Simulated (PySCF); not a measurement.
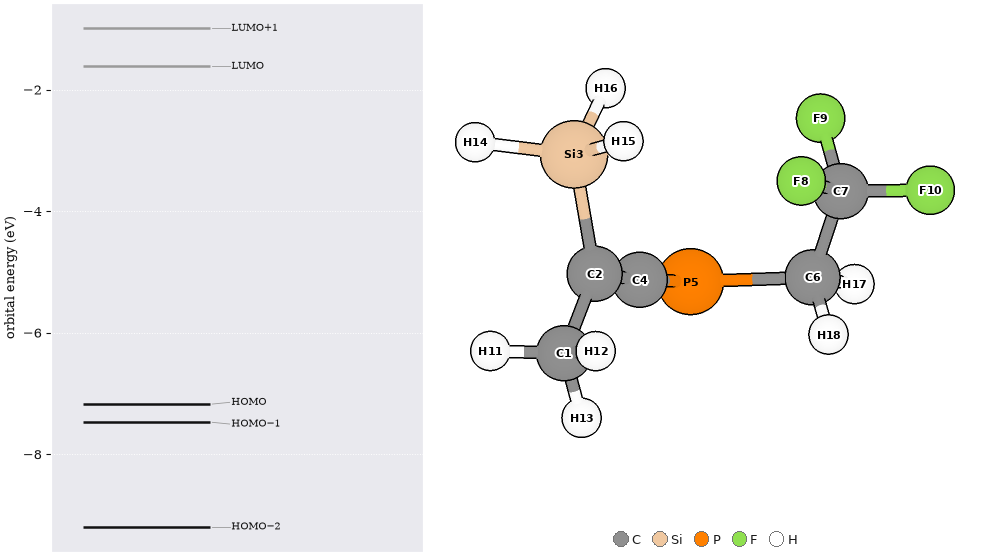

C₅H₈F₃PSi, SMILES CC([SiH3])=C=PCC(F)(F)F. Kohn-Sham orbital energies near the frontier, PBE0/def2-SVPD, PySCF, at a PBE0-D3(BJ)/def2-SVP geometry (no frequency check), isolated molecule; empty levels in grey, levels within 0.03 eV side by side.

Where do the frontier orbitals lie?

HOMO at −7.17 eV, LUMO at −1.61 eV, 5.56 eV apart.

On which atoms do HOMO and LUMO mostly sit?

HOMO: P5 37 %, C4 31 %, C2 9 %. LUMO: P5 37 %, C4 30 %, C2 7 % (Löwdin shares).

List the levels with the atoms that carry most of them (a dash for levels above zero or within 0.03 eV of another, where shares mean little).

```tsv
orbital	energy (eV)	Löwdin shares
LUMO+1	−0.99	C4 27 %, C2 26 %, P5 16 %
LUMO	−1.61	P5 37 %, C4 30 %, C2 7 %
HOMO	−7.17	P5 37 %, C4 31 %, C2 9 %
HOMO−1	−7.47	P5 29 %, C4 23 %, C2 21 %
HOMO−2	−9.19	P5 36 %, C4 25 %, C2 11 %
```

Known limits of this run: one conformer of a flexible molecule; empty levels above zero depend strongly on the basis.
